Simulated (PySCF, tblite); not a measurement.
# CH₁₁N₃PSi₂−: geometry, infrared bands and NMR shifts

Aim: predict the infrared bands and NMR shifts of CH₁₁N₃PSi₂− (`CN[Si@](N)(P)[N-][SiH3]`).

Programs: tblite 0.8.0 and PySCF 2.14.0, with density-fitted response routines of our own. Each step states its level of theory. These are calculated values for one molecule in the gas phase, unless marked as measured. Atoms count from 0, in the outputs and in this text.

## 1. Starting geometry

18 atoms, charge -1, multiplicity 1; geometry from: force field or distance geometry start.

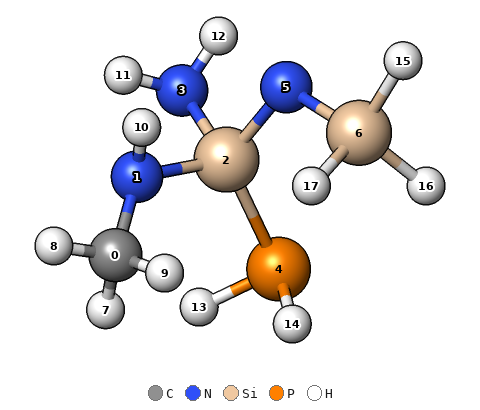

As it starts; carbon grey, nitrogen blue, silicon light orange, phosphorus orange, hydrogen white, atoms numbered.

## 2. Relaxing the molecule with GFN2-xTB

What the job is given:

```
{"job": {"kind": "relax", "xc": "GFN2-xTB", "basis": "xTB"}, "charge": -1, "multiplicity": 1}
C     -1.886600    -1.007900     0.312200
N     -0.928200    -0.139200     0.953100
Si     0.191000     0.844600     0.190000
N      0.252800     2.053100     1.356700
P     -0.391400     1.721700    -1.673900
N      1.690800     0.129200     0.490100
Si     2.192600    -1.051900    -0.686000
H     -2.610100    -0.421700    -0.270200
H     -2.458200    -1.555700     1.073700
H     -1.422700    -1.744000    -0.337000
H     -0.317500    -0.736600     1.525500
H     -0.236900     1.624900     2.152100
H      1.233200     2.010300     1.632300
H     -1.728600     1.998200    -1.345600
H     -0.670500     0.532000    -2.369500
H      3.490000    -1.626700    -0.241000
H      2.379500    -0.447300    -2.021400
H      1.212000    -2.176700    -0.752800
```

The run is started by

```
$ OMP_NUM_THREADS=1 python probes_run.py task.json out
```

The driver reads the jobs from task.json and runs them one after another.

The log of the run:

```text
step      E/eV     max force
  0    -618.09092    3.863
  1    -618.54866    1.302
  2    -618.64920    1.084
  3    -618.76746    0.703
  4    -618.83041    0.635
  5    -618.90569    0.871
  6    -618.97498    1.004
  7    -619.04509    0.931
  8    -619.09737    0.623
  9    -619.12818    0.417
 10    -619.15408    0.482
 11    -619.18510    0.400
 12    -619.20416    0.254
 13    -619.21625    0.217
 14    -619.22794    0.267
 15    -619.24054    0.371
 16    -619.25454    0.370
 17    -619.26747    0.263
 18    -619.27784    0.242
 19    -619.28637    0.219
 20    -619.29476    0.209
 21    -619.30175    0.170
 22    -619.30591    0.119
 23    -619.30879    0.142
 24    -619.31188    0.148
 25    -619.31530    0.143
 26    -619.31870    0.131
 27    -619.32184    0.157
 28    -619.32514    0.166
 29    -619.32930    0.215
 30    -619.33413    0.217
 31    -619.33801    0.119
 32    -619.34039    0.111
 33    -619.34215    0.100
 34    -619.34405    0.144
 35    -619.34580    0.122
 36    -619.34695    0.077
 37    -619.34776    0.089
 38    -619.34884    0.096
 39    -619.35051    0.147
 40    -619.35268    0.153
 41    -619.35509    0.124
 42    -619.35767    0.153
 43    -619.36088    0.216
 44    -619.36497    0.240
 45    -619.36969    0.191
 46    -619.37277    0.130
 47    -619.37489    0.146
 48    -619.37711    0.159
 49    -619.38053    0.136
 50    -619.38334    0.141
 51    -619.38616    0.146
 52    -619.38921    0.114
 53    -619.39323    0.171
 54    -619.39837    0.244
 55    -619.39311    0.627
 56    -619.40498    0.150
 57    -619.40709    0.111
 58    -619.41030    0.228
 59    -619.41212    0.174
 60    -619.41621    0.142
 61    -619.42069    0.136
 62    -619.42371    0.199
 63    -619.42550    0.147
 64    -619.42766    0.107
 65    -619.43253    0.162
 66    -619.43590    0.151
 67    -619.43954    0.134
 68    -619.44261    0.124
 69    -619.44445    0.091
 70    -619.44613    0.118
 71    -619.44741    0.116
 72    -619.44871    0.174
 73    -619.44993    0.114
 74    -619.45101    0.085
 75    -619.45187    0.071
 76    -619.45238    0.073
 77    -619.45307    0.060
 78    -619.45387    0.069
 79    -619.45476    0.057
 80    -619.45552    0.054
 81    -619.45623    0.079
 82    -619.45710    0.091
 83    -619.45792    0.113
 84    -619.45902    0.064
 85    -619.45967    0.041
 86    -619.46006    0.046
 87    -619.46045    0.057
 88    -619.46112    0.066
 89    -619.46187    0.059
 90    -619.46240    0.042
 91    -619.46263    0.041
 92    -619.46284    0.039
 93    -619.46317    0.045
 94    -619.46373    0.065
 95    -619.46468    0.079
 96    -619.46576    0.067
 97    -619.46648    0.069
 98    -619.46695    0.064
 99    -619.46746    0.062
100    -619.46822    0.063
101    -619.46920    0.066
102    -619.46983    0.052
103    -619.47018    0.054
104    -619.47039    0.059
105    -619.47061    0.045
106    -619.47095    0.033
107    -619.47125    0.035
108    -619.47145    0.024
109    -619.47156    0.034
110    -619.47165    0.025
111    -619.47177    0.027
112    -619.47191    0.029
113    -619.47203    0.023
114    -619.47210    0.013
115    -619.47215    0.015
116    -619.47219    0.017
117    -619.47225    0.017
118    -619.47232    0.019
119    -619.47241    0.027
120    -619.47255    0.033
121    -619.47274    0.038
122    -619.47296    0.033
123    -619.47315    0.028
124    -619.47327    0.025
125    -619.47339    0.030
126    -619.47354    0.035
127    -619.47375    0.041
128    -619.47396    0.040
129    -619.47412    0.027
130    -619.47423    0.028
131    -619.47431    0.023
132    -619.47437    0.016
133    -619.47442    0.018
134    -619.47446    0.014
135    -619.47452    0.020
136    -619.47459    0.019
137    -619.47468    0.018
138    -619.47473    0.014
139    -619.47477    0.013
140    -619.47481    0.013
141    -619.47486    0.017
142    -619.47492    0.018
143    -619.47500    0.019
144    -619.47508    0.018
145    -619.47515    0.024
146    -619.47525    0.029
147    -619.47538    0.027
148    -619.47553    0.025
149    -619.47563    0.026
150    -619.47570    0.019
151    -619.47576    0.024
152    -619.47584    0.025
153    -619.47591    0.018
154    -619.47597    0.020
155    -619.47600    0.013
156    -619.47603    0.011
157    -619.47606    0.011
158    -619.47609    0.015
159    -619.47612    0.017
160    -619.47617    0.018
161    -619.47627    0.027
162    -619.47648    0.045
163    -619.47688    0.063
164    -619.47746    0.065
165    -619.46701    0.619
166    -619.47810    0.054
167    -619.47837    0.029
168    -619.47879    0.067
169    -619.47892    0.065
170    -619.47928    0.048
171    -619.47944    0.037
172    -619.47965    0.057
173    -619.47989    0.058
174    -619.48001    0.108
175    -619.48046    0.050
176    -619.48105    0.046
177    -619.48237    0.112
178    -619.48307    0.113
179    -619.48384    0.066
180    -619.48202    0.342
181    -619.48478    0.072
182    -619.48532    0.047
183    -619.48627    0.143
184    -619.48692    0.111
185    -619.48845    0.108
186    -619.48957    0.087
187    -619.48427    0.475
188    -619.49076    0.057
189    -619.49155    0.047
190    -619.48561    0.533
191    -619.49288    0.043
192    -619.49365    0.052
193    -619.48883    0.493
194    -619.49494    0.055
195    -619.49567    0.058
196    -619.49333    0.426
197    -619.49738    0.064
198    -619.49822    0.074
199    -619.49719    0.380
200    -619.50080    0.081
201    -619.50188    0.063
202    -619.50327    0.269
203    -619.50543    0.054
204    -619.50699    0.056
205    -619.50800    0.413
206    -619.51154    0.066
207    -619.51313    0.061
208    -619.50656    0.542
209    -619.51457    0.094
210    -619.51522    0.064
211    -619.51614    0.169
212    -619.51683    0.086
213    -619.51778    0.049
214    -619.51885    0.071
215    -619.51958    0.058
216    -619.52026    0.043
217    -619.52085    0.051
218    -619.52116    0.035
219    -619.52129    0.034
220    -619.52145    0.026
221    -619.52167    0.032
222    -619.52185    0.033
223    -619.52207    0.033
224    -619.52233    0.033
225    -619.52261    0.030
226    -619.52286    0.074
227    -619.52308    0.034
228    -619.52332    0.036
229    -619.52372    0.045
230    -619.52408    0.059
231    -619.52480    0.063
232    -619.52544    0.062
233    -619.52611    0.061
234    -619.52681    0.053
235    -619.52717    0.090
236    -619.52796    0.067
237    -619.52841    0.039
238    -619.52893    0.039
239    -619.52915    0.040
240    -619.52942    0.049
241    -619.52954    0.039
242    -619.52970    0.025
243    -619.52984    0.027
244    -619.52994    0.022
245    -619.53004    0.023
246    -619.53012    0.018
247    -619.53020    0.024
248    -619.53027    0.021
249    -619.53035    0.017
250    -619.53043    0.018
251    -619.53051    0.022
252    -619.53062    0.018
253    -619.53074    0.024
254    -619.53084    0.022
255    -619.53095    0.021
256    -619.53110    0.027
257    -619.53130    0.031
258    -619.53152    0.040
259    -619.53170    0.032
260    -619.53183    0.035
261    -619.53195    0.031
262    -619.53207    0.033
263    -619.53219    0.038
264    -619.53217    0.075
265    -619.53234    0.016
266    -619.53238    0.012
267    -619.53245    0.013
268    -619.53248    0.014
269    -619.53254    0.013
270    -619.53257    0.013
271    -619.53260    0.011
272    -619.53261    0.009
```

It took 9.8 s on 1 thread of Intel Xeon at 2.50GHz, shared host.

Step by step: (not every step is listed)

```tsv
step	energy from step 0 (eV)	largest force (eV/Å)
0	0.0000	3.8628
1	-0.4577	1.3015
2	-0.5583	1.0838
3	-0.6765	0.7033
4	-0.7395	0.6346
5	-0.8148	0.8710
6	-0.8841	1.0040
7	-0.9542	0.9310
8	-1.0064	0.6232
33	-1.2512	0.0995
58	-1.3194	0.2282
83	-1.3670	0.1128
108	-1.3805	0.0236
133	-1.3835	0.0184
158	-1.3852	0.0153
183	-1.3954	0.1428
208	-1.4156	0.5424
233	-1.4352	0.0606
258	-1.4406	0.0396
267	-1.4415	0.0128
268	-1.4416	0.0136
269	-1.4416	0.0135
270	-1.4416	0.0133
271	-1.4417	0.0110
272	-1.4417	0.0093
```

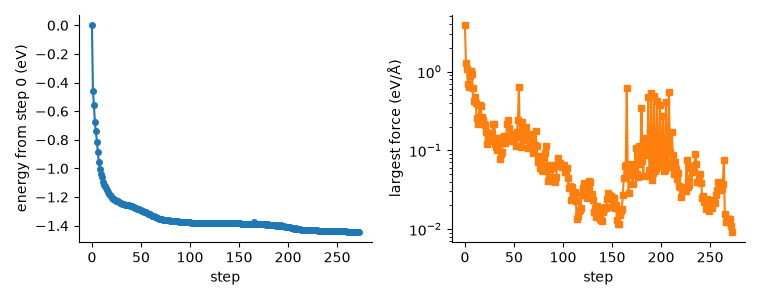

Energy and force, step by step.

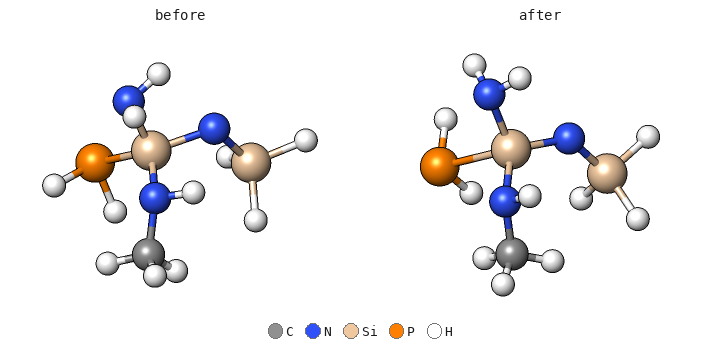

Before and after, at one scale.

Close pairs (by a distance rule), those that changed most:

```tsv
bond	before (Å)	after (Å)	change (Å)
Si2–P4	2.141	2.291	+0.150
N1–Si2	1.674	1.760	+0.086
Si2–N3	1.681	1.760	+0.079
N5–Si6	1.741	1.676	-0.065
P4–H13	1.404	1.377	-0.027
P4–H14	1.406	1.379	-0.027
N3–H11	1.028	1.009	-0.019
N1–H10	1.028	1.011	-0.017
```

The end geometry stands in the next job.

## 3. Harmonic vibrations with GFN2-xTB

What the job is given:

```
{"job": {"kind": "ir", "xc": "GFN2-xTB", "basis": "xTB"}, "charge": -1, "multiplicity": 1}
C     -1.851621    -1.162361     0.291024
N     -1.316815    -0.147729     1.151825
Si     0.045067     0.748031     0.488177
N      0.219894     2.043220     1.667359
P     -0.960287     1.790007    -1.286773
N      1.482144    -0.040977     0.146650
Si     1.940907    -1.271987    -0.893577
H     -2.093599    -0.693276    -0.665013
H     -2.769972    -1.587774     0.712111
H     -1.145287    -1.981619     0.088482
H     -1.096909    -0.534515     2.059677
H      0.809493     1.756840     2.433856
H      0.648260     2.857912     1.254370
H     -0.525724     0.819865    -2.162015
H      0.152233     2.563461    -1.543745
H      3.422764    -1.313978    -0.908689
H      1.518713    -1.180557    -2.322016
H      1.511980    -2.658246    -0.523359
```

The log of the run:

```text
mode    cm-1     km/mol
  1      26.5      0.18
  2      64.8      0.46
  3      74.9      1.51
  4      91.1      0.83
  5      96.4     16.33
  6     126.9      3.94
  7     148.6      5.57
  8     154.4      2.39
  9     184.5      4.71
 10     225.4     17.87
 11     237.0     22.59
 12     268.8     12.97
 13     348.2     28.19
 14     409.1     91.06
 15     564.9    107.44
 16     587.4    141.02
 17     635.8     40.38
 18     655.9      3.70
 19     672.9     18.58
 20     695.4    139.80
 21     725.0    265.81
 22     800.3    472.88
 23     816.4    185.33
 24     822.1    129.92
 25     862.2    181.64
 26     882.5    142.87
 27     901.5    276.30
 28    1058.3     31.92
 29    1124.5     21.47
 30    1146.1     48.97
 31    1181.2      8.63
 32    1244.6    752.32
 33    1358.8     36.22
 34    1419.7      8.82
 35    1500.2      1.12
 36    1510.6      1.34
 37    1572.3     26.37
 38    1884.7    688.17
 39    1953.3    480.15
 40    2046.2    496.00
 41    2299.4    213.13
 42    2404.9    235.45
 43    2838.9     89.59
 44    2907.7    140.69
 45    2972.8     50.95
 46    3410.0     39.17
 47    3461.3      9.03
 48    3486.1     33.27
```

Wall time 3.4 s (1 thread of Intel Xeon at 2.50GHz, shared host).

The strongest bands and the atoms that carry them (share of the mass-weighted mode):

```tsv
cm⁻¹	km/mol	atoms
725	265.8	H10 28 %, H12 23 %, N1 14 %
800	472.9	Si2 25 %, H16 15 %, N5 10 %
902	276.3	H17 24 %, H16 22 %, Si6 19 %, H15 13 %
1245	752.3	N5 77 %, Si2 12 %, Si6 10 %
1885	688.2	H17 76 %, H16 20 %
1953	480.1	H16 71 %, H17 17 %
2046	496.0	H15 87 %
2405	235.4	H13 59 %, H14 37 %
```

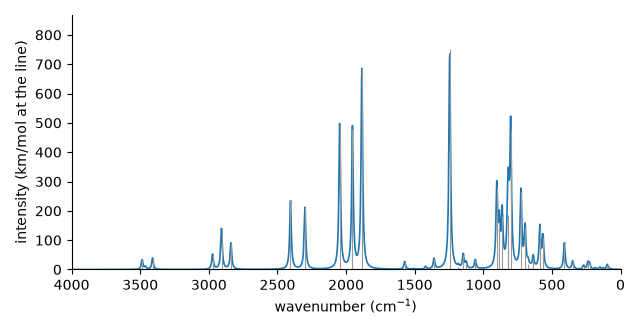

The infrared spectrum from these modes, unscaled. Lines are broadened to a width of 14 cm⁻¹ (Lorentzian).

## 4. NMR shieldings: PBE0/pcSseg-1

Settings changed since step 3:

```diff
@@ -1,2 +1,2 @@
-{"job": {"kind": "ir", "xc": "GFN2-xTB", "basis": "xTB"}, "charge": -1, "multiplicity": 1}
+{"job": {"kind": "nmr", "xc": "PBE0", "basis": "pcSseg-1"}, "charge": -1, "multiplicity": 1}
 C     -1.851621    -1.162361     0.291024
```

With the program's defaults for keys left out, this is: GIAO PBE0/pcSseg-1 NMR shielding, non-relativistic, gas phase.

The log of the run:

```text
coarse grid: 15968 points
cycle   1  E = -1128.5405894041  dE =  5.195e-01  |g| = 8.737e-01  |ddm| = 3.833e+00
cycle   2  E = -1128.0919372545  dE =  4.487e-01  |g| = 1.553e+00  |ddm| = 3.974e+00
cycle   3  E = -1128.7101352710  dE = -6.182e-01  |g| = 2.708e-01  |ddm| = 3.227e+00
cycle   4  E = -1128.7260858031  dE = -1.595e-02  |g| = 8.493e-02  |ddm| = 3.589e-01
cycle   5  E = -1128.7274810583  dE = -1.395e-03  |g| = 2.197e-02  |ddm| = 8.872e-02
cycle   6  E = -1128.7275992773  dE = -1.182e-04  |g| = 5.659e-03  |ddm| = 3.166e-02
cycle   7  E = -1128.7276057811  dE = -6.504e-06  |g| = 1.207e-03  |ddm| = 5.818e-03
final grid: 139056 points
cycle   8  E = -1128.7597941399  dE = -2.234e-05  |g| = 9.340e-03  |ddm| = 2.609e-02
cycle   9  E = -1128.7597767545  dE =  1.739e-05  |g| = 1.290e-02  |ddm| = 2.066e-02
cycle  10  E = -1128.7598132113  dE = -3.646e-05  |g| = 1.601e-03  |ddm| = 1.346e-02
cycle  11  E = -1128.7598137740  dE = -5.626e-07  |g| = 3.805e-04  |ddm| = 2.178e-03
cycle  12  E = -1128.7598138020  dE = -2.806e-08  |g| = 1.245e-04  |ddm| = 4.754e-04
cycle  13  E = -1128.7598138054  dE = -3.414e-09  |g| = 2.329e-05  |ddm| = 1.245e-04
cycle  14  E = -1128.7598138055  dE = -1.060e-10  |g| = 5.204e-06  |ddm| = 2.653e-05
converged SCF energy = -1128.7598138055

GIAO shielding tensors (ppm)
atom      isotropic    diamagn.    paramagn.     s11        s22        s33       span
  0 C      153.514     245.902     -92.388    132.694    145.884    181.963     49.269
  1 N      216.898     323.887    -106.989    181.440    205.922    263.332     81.893
  2 Si     376.635     880.731    -504.096    318.947    350.743    460.215    141.268
  3 N      230.889     317.700     -86.811    208.409    220.096    264.162     55.753
  4 P      611.691     970.284    -358.593    548.907    621.243    664.925    116.017
  5 N      180.837     332.340    -151.503     68.994    208.152    265.366    196.372
  6 Si     439.541     879.938    -440.397    384.097    391.269    543.257    159.160
  7 H       29.452      31.838      -2.386     24.829     30.537     32.991      8.161
  8 H       29.271      29.057       0.214     24.198     26.956     36.660     12.462
  9 H       28.629      31.450      -2.821     23.424     27.522     34.940     11.516
 10 H       32.518      34.448      -1.930     24.767     31.616     41.171     16.404
 11 H       32.290      32.142       0.147     26.164     28.463     42.242     16.078
 12 H       32.108      32.224      -0.116     25.277     29.868     41.179     15.902
 13 H       30.711      33.999      -3.289     25.864     29.088     37.180     11.316
 14 H       31.832      33.270      -1.438     27.658     28.928     38.908     11.250
 15 H       26.600      29.758      -3.159     22.637     24.158     33.005     10.368
 16 H       26.226      30.639      -4.413     22.937     24.447     31.293      8.356
 17 H       26.096      30.377      -4.281     21.835     24.226     32.227     10.393
```

Wall time 1.7 min (1 thread of Intel Xeon at 2.50GHz, shared host); peak memory 0.87 GiB.

The references, computed at this level on geometries of the same kind, shield at (ppm): 1H TMS 31.72, 13C TMS 186.9, 29Si TMS 349.2, 15N NH3 267.7, 31P H3PO4 318.4. Their shielding less the atom's gives the shift. The references are single molecules in the gas phase, so shifts against H2O, NH3, PH3, H3PO4 or CFCl3 are not on the usual liquid scales and can be off by tens of ppm. Atoms listed in one row are averaged.

```tsv
atoms	environment	σ (ppm)	δ (ppm)
C0	methyl carbon bonded to N	153.5	33.4
H15, H16, H17	hydrogen on a silicon bonded to N	26.31	5.41
H7, H8, H9	hydrogen on a methyl carbon bonded to N	29.12	2.60
H13, H14	hydrogen on a phosphorus bonded to Si	31.27	0.45
H11, H12	hydrogen on a nitrogen bonded to Si	32.20	-0.48
H10	hydrogen on a nitrogen bonded to C, Si	32.52	-0.80
N5	nitrogen bonded to 2 Si	180.8	86.9
N1	nitrogen bonded to C, Si, H	216.9	50.8
N3	nitrogen bonded to Si, 2 H	230.9	36.8
Si2	silicon bonded to 3 N, P	376.6	-27.5
Si6	silicon bonded to N, 3 H	439.5	-90.4
P4	phosphorus bonded to Si, 2 H	611.7	-293.3
```

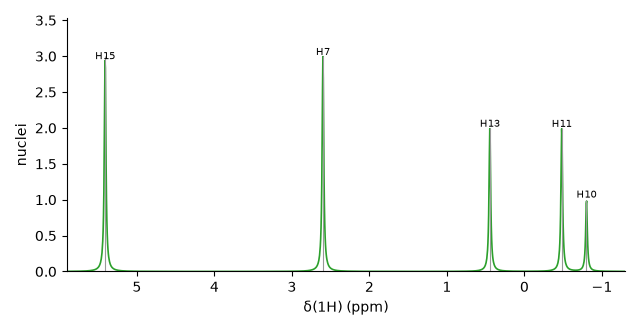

1H lines at the computed shifts, without couplings. Lines are broadened to a width of 0.02 ppm (Lorentzian).

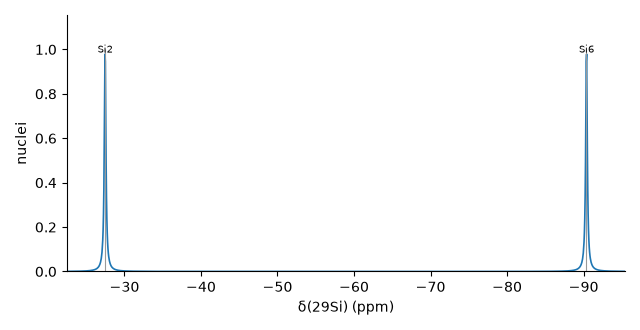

29Si lines at the computed shifts, without couplings. Lines are broadened to a width of 0.25 ppm (Lorentzian).

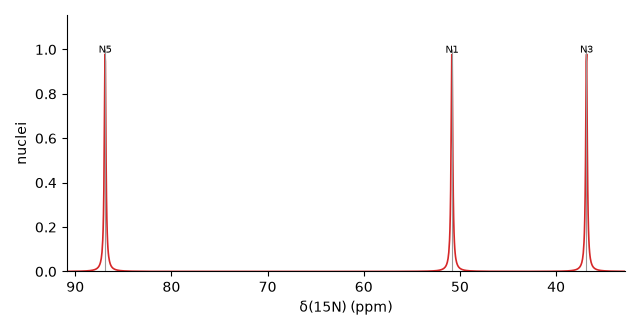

15N lines at the computed shifts, without couplings. Lines are broadened to a width of 0.20 ppm (Lorentzian).

Charges from the same density, by scheme (e):

```tsv
atoms	Mulliken	IAO	Hirshfeld	ESP fit
C0	-0.12	-0.29	-0.09	-0.03
N1	-0.65	-0.70	-0.28	-0.85
Si2	0.87	1.13	0.33	1.34
N3	-0.63	-0.86	-0.36	-1.15
P4	-0.37	-0.26	-0.13	-0.62
N5	-0.85	-1.10	-0.52	-1.14
Si6	0.59	0.71	0.20	0.73
```

Mulliken charges:

C0 -0.12; N1 -0.65; Si2 0.87; N3 -0.63; P4 -0.37; N5 -0.85; Si6 0.59; H7 0.10; H8 0.08; H9 0.10; H10 0.16; H11 0.15; H12 0.16; H13 0.03; H14 0.01; H15 -0.20; H16 -0.21; H17 -0.21

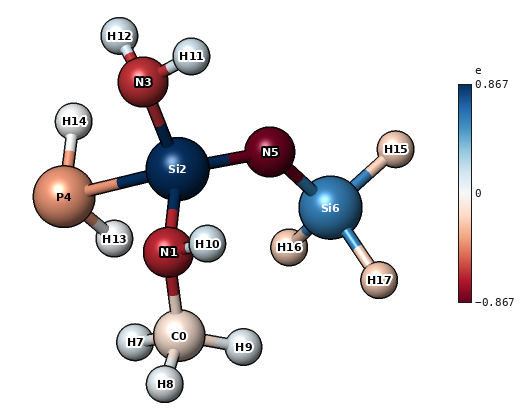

Mulliken charges, as colours on the atoms.

Mayer bond orders: C0–N1 1.03, N1–Si2 0.88, Si2–N3 0.94, Si2–P4 0.82, Si2–N5 1.46, N5–Si6 1.33.

## 5. Summary of results

```
                                                              quantity                               value
                             strongest single infrared mode (GFN2-xTB)               1245 cm⁻¹, 752 km/mol
                                          zero-point energy (GFN2-xTB)                       78.4 kcal/mol
                                13C shifts against TMS (PBE0/pcSseg-1)                            33.4 ppm
1H shifts against TMS (PBE0/pcSseg-1, means over atoms taken as alike)  5.41, 2.60, 0.45, -0.48, -0.80 ppm
                                15N shifts against NH3 (PBE0/pcSseg-1)                86.9, 50.8, 36.8 ppm
                               29Si shifts against TMS (PBE0/pcSseg-1)                    -27.5, -90.4 ppm
                              31P shifts against H3PO4 (PBE0/pcSseg-1)                          -293.3 ppm
```

**Reading.** Relaxing lowered the energy by 1.442 eV in 272 steps; the close pair that moved most is Si2–P4, from 2.141 to 2.291 Å. All 48 modes are real, so the xTB geometry is a minimum. The strongest single mode, at 1245 cm⁻¹, moves mainly N5. GFN2-xTB is a fitted tight-binding method: band positions and strengths are rough. Its intensities can rank the bands wrongly. At PBE0/pcSseg-1: The largest span, 196 ppm, is at N5, where the paramagnetic term is -152 ppm.
